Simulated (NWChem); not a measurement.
# SiHSF3 (SMILES F[Si](F)(F)S): CAM-QTP-01/cc-pVDZ-DK (ZORA, density fitting with weigend coulomb fitting)

Aim: the vertical singlet–triplet gap of SiHSF3 at CAM-QTP-01/cc-pVDZ-DK (ZORA, density fitting with weigend coulomb fitting), from 2 runs. 

The results are computed with NWChem 7.3.0.

3 further runs of the same task are left out: 1 that didn't finish, 2 set aside as unsound or not needed.

## 1. The molecule

The species is SiHSF3 (6 atoms), meant as a singlet with charge 0. As SMILES, `F[Si](F)(F)S`. Geometry: relaxed at PBE0-D4/def2-TZVP.

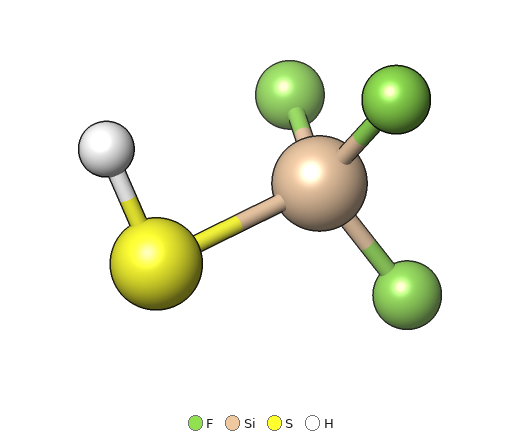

The structure, seen from a chosen angle (fluorine green, silicon light orange, sulfur yellow, hydrogen white).

## 2. The charge distribution at CAM-QTP-01/cc-pVDZ-DK (ZORA, density fitting with weigend coulomb fitting)

File f3hssi.nw:

```
start f3hssi
memory total 2200 mb

geometry units angstrom noautoz
   F     0.466800   -0.998900    1.589500
   Si    0.253700   -0.377400    0.162100
   F    -0.333300   -1.487500   -0.786100
   F     1.659400    0.005000   -0.432600
   S    -1.016800    1.267900    0.370500
   H    -0.987600    1.526900   -0.949600
end

basis spherical bse
   * library cc-pVDZ-DK
end

basis "cd basis" spherical
   * library "weigend coulomb fitting"
end

relativistic
   zora on
end

dft
   xc xcamb88 1.00 lyp 0.80 vwn_5 0.2 hfexch 1.00
   cam 0.31 cam_alpha 0.23 cam_beta 0.77
   grid medium
   direct
   mulliken
end

property
   octupole
   efield
   moldenfile
   molden_norm janpa
end

task dft property
```

Run with:

```sh
$ nwchem f3hssi.nw > f3hssi.out
```

Standard output:

```text
[...]
          Wavefunction type:  closed shell.
          No. of atoms     :     6
          No. of electrons :    58
[...]
          Charge           :     0
          Spin multiplicity:     1
[...]
          AO basis - number of functions:    83
[...]
              XC Information
              --------------
                     Hartree-Fock (Exact) Exchange  1.000
                   CAM-Becke88 Exchange Functional  1.000
                      VWN V Correlation Functional  0.200 local
              Lee-Yang-Parr Correlation Functional  0.800
[...]
 d= 0,ls=0.0,diis     1   -990.4441105606 -1.31D+03  1.23D-02  1.04D+00     6.8
[...]
 d= 0,ls=0.0,diis     8   -990.5558831469 -1.53D-08  1.96D-06  1.92D-07    27.3
[...]
         Total DFT energy =     -990.555883146932
      One electron energy =    -2017.172711588745
           Coulomb energy =      781.751437219427
    Exchange-Corr. energy =      -78.563008085592
 Nuclear repulsion energy =      323.428399307979
       Scaling correction =        1.103836416364
[...]
      Total Density - Mulliken Population Analysis
     ---------------------------------------------
    Atom       Charge   Shell Charges
 -----------   ------   -------------------------------------------------------
    1 F    9     9.26   2.01  0.89  0.99  3.36  2.02  0.00
    2 Si  14    13.16   2.00  2.03  0.72  0.04  6.01  1.24  0.35  0.76
    3 F    9     9.26   2.01  0.89  0.99  3.36  2.02  0.00
    4 F    9     9.26   2.01  0.89  0.99  3.36  2.02  0.00
    5 S   16    16.17   2.00  2.03  0.93  0.83  6.01  2.41  1.90  0.06
    6 H    1     0.89   0.68  0.17  0.04
[...]
```

Run time: 28 s. Hardware: 1 thread of Intel Xeon 6975P-C (Granite Rapids), shared host; peak memory 0.12 GiB.

Atomic charges (e):

```
atom  Mulliken  Löwdin
  F1    -0.260  -0.080
 Si2    +0.840  +0.150
  F3    -0.260  -0.080
  F4    -0.260  -0.080
  S5    -0.170  +0.070
  H6    +0.110  +0.030
```

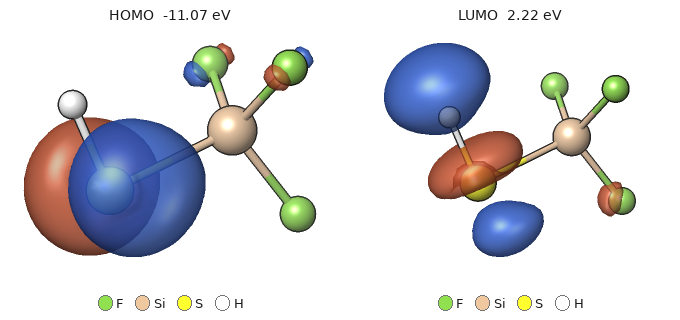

Frontier orbitals of this run, surfaces at ±0.2 Å^-3/2.

## 3. The triplet, same level

File f3hssi.nw:

```
echo
start f3hssi
memory 2200 mb

geometry noautosym nocenter noautoz
 F      0.466800    -0.998900     1.589500
 Si     0.253700    -0.377400     0.162100
 F     -0.333300    -1.487500    -0.786100
 F      1.659400     0.005000    -0.432600
 S     -1.016800     1.267900     0.370500
 H     -0.987600     1.526900    -0.949600
end

basis spherical bse
 * library cc-pVDZ-DK
end

basis "cd basis" spherical
 * library "weigend coulomb fitting"
end

relativistic
 zora on
end

dft
 xc xcamb88 1.00 lyp 0.80 vwn_5 0.2 hfexch 1.00
 cam 0.31 cam_alpha 0.23 cam_beta 0.77
 mult 3
 grid medium
 direct
 maxiter 150
 mulliken
end

property
 octupole
 efield
 moldenfile
 molden_norm janpa
end

task dft property
```

Run with:

```sh
$ nwchem f3hssi.nw > f3hssi.out
```

Standard output:

```text
[...]
          Wavefunction type:  spin polarized.
          No. of atoms     :     6
          No. of electrons :    58
[...]
          Charge           :     0
          Spin multiplicity:     3
[...]
          AO basis - number of functions:    83
[...]
              XC Information
              --------------
                     Hartree-Fock (Exact) Exchange  1.000
                   CAM-Becke88 Exchange Functional  1.000
                      VWN V Correlation Functional  0.200 local
              Lee-Yang-Parr Correlation Functional  0.800
[...]
 d= 0,ls=0.0,diis     1   -990.1179053393 -1.31D+03  1.69D-02  3.41D-01     9.7
[...]
 d= 0,ls=0.0,diis    26   -990.3193946545 -3.28D-08  4.93D-06  8.44D-10    93.5
[...]
         Total DFT energy =     -990.319394654549
      One electron energy =    -2015.476321154764
           Coulomb energy =      780.277468948928
    Exchange-Corr. energy =      -78.548941756692
 Nuclear repulsion energy =      323.428399307979
       Scaling correction =        1.104775246603
[...]
      Total Density - Mulliken Population Analysis
     ---------------------------------------------
    Atom       Charge   Shell Charges
 -----------   ------   -------------------------------------------------------
    1 F    9     9.25   2.01  0.89  0.99  3.35  2.00  0.00
    2 Si  14    13.13   2.00  2.03  0.73  0.03  6.01  1.25  0.33  0.76
    3 F    9     9.25   2.01  0.89  0.99  3.35  2.01  0.00
    4 F    9     9.25   2.01  0.89  0.99  3.35  2.01  0.00
    5 S   16    15.77   2.00  2.03  0.99  0.77  6.01  2.26  1.58  0.13
    6 H    1     1.35   0.73  0.59  0.03
[...]
      <S2> =      2.0056 (Exact =     2.0000)
[...]
```

Run time: 94 s. Hardware: 1 thread of Intel Xeon 6975P-C (Granite Rapids), shared host; peak memory 0.27 GiB.

Atomic charges (e):

```
atom  Mulliken  Löwdin
  F1    -0.250  -0.070
 Si2    +0.870  +0.160
  F3    -0.250  -0.070
  F4    -0.250  -0.070
  S5    +0.230  +0.400
  H6    -0.350  -0.350
```

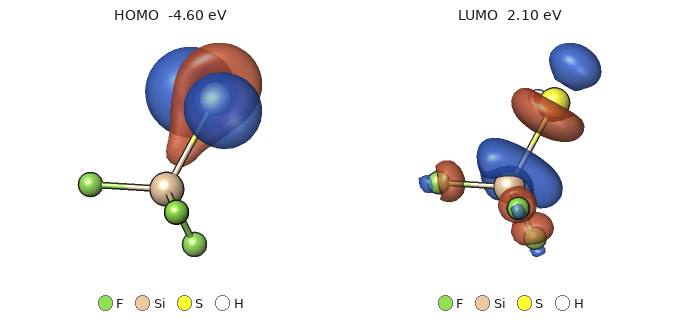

Frontier orbitals of this run (spin up), surfaces at ±0.2 Å^-3/2.

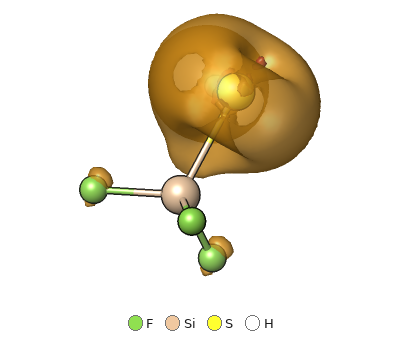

Spin density, surfaces at ±0.03 e/Å³.

## 4. Results

Level: CAM-QTP-01/cc-pVDZ-DK (ZORA, density fitting with weigend coulomb fitting).

| quantity | value |
| --- | --- |
| singlet: total energy | -990.55588 Eh |
| singlet: dipole moment | 1.66 D |
| singlet: HOMO energy | -11.07 eV |
| singlet: LUMO energy | 2.22 eV |
| singlet: HOMO–LUMO gap | 13.29 eV |
| triplet: total energy | -990.31939 Eh |
| triplet: dipole moment | 1.42 D |
| triplet: HOMO energy (highest over α and β) | -4.60 eV |
| triplet: LUMO energy (lowest over α and β) | -4.08 eV |
| triplet: ⟨S²⟩ | 2.006 |
| vertical energy of the triplet above the singlet | 6.435 eV |

In words: At this shape the triplet lies 6.44 eV (621 kJ/mol) above the singlet. Mulliken charges (triplet) run from -0.35 on H6 to +0.87 on Si2.
